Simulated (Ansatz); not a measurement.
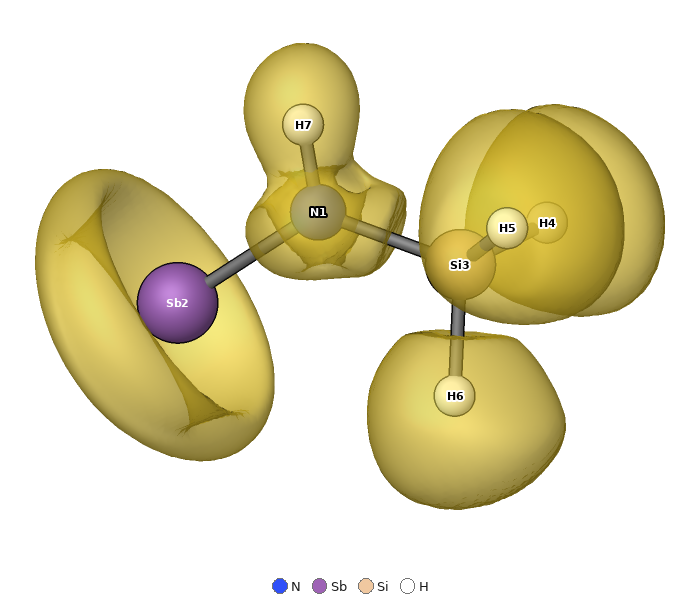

Figure 1: H4NSbSi (SMILES [SiH3][NH+]=[Sb-]) (triplet). Isosurface of the ELF at 0.75 (yellow), seen at a tilt. Core shells and regions of very low density are left out.

Geometry: r2SCAN-D4/def2-SVP; core potentials replace the inner electrons of Sb.

Computed with Ansatz 0.2.0, isolated molecule in a Gaussian basis; Kohn-Sham density functional theory, functional PBE0.

Input file:

```
crystal:
  periodic: [false, false, false]
  atoms:
    - {symbol: "N", position_ang: [1.079020, 2.025542, -0.800956]}
    - {symbol: Sb, position_ang: [2.606664, 1.816147, -2.167557]}
    - {symbol: Si, position_ang: [-0.129149, 0.844932, -0.387606]}
    - {symbol: H, position_ang: [0.127545, 0.147102, 0.914691]}
    - {symbol: H, position_ang: [-1.485304, 1.471496, -0.288399]}
    - {symbol: H, position_ang: [-0.129180, -0.178999, -1.474094]}
    - {symbol: H, position_ang: [1.135883, 2.872436, -0.235978]}
basis:
  gaussian:
    orbitals: def2-TZVPD
total_charge: 0
magnetization:
  spin_polarized: true
  initial_magnetization: 2
hamiltonian:
  xc: pbe0
output: {forces: true, orbitals: {seedname: orbitals}}
```

Run with:

```sh
ansatz run input.yaml --threads 1 --pin off --max-ram 2610MiB --events-out events.jsonl --progress --plain --runs-dir runs
```

### Identify the bonds, lone pairs and shells in this picture.

The surface consists of three regions around hydrogen nuclei, one region wrapped around Sb (its valence shell) and one joined region spread over several atoms (H, N), in which their bonds and any lone pairs are merged. Profiles from the grid: Si–N (1.74 Å): the ELF peaks at about 0.90 between the atoms; a shared but strongly polarised pair. Sb–N (2.06 Å): the ELF peaks at about 0.85 in the valence shell of N, 0.6 Å from its nucleus, and drops to about 0.15 between the two atoms.
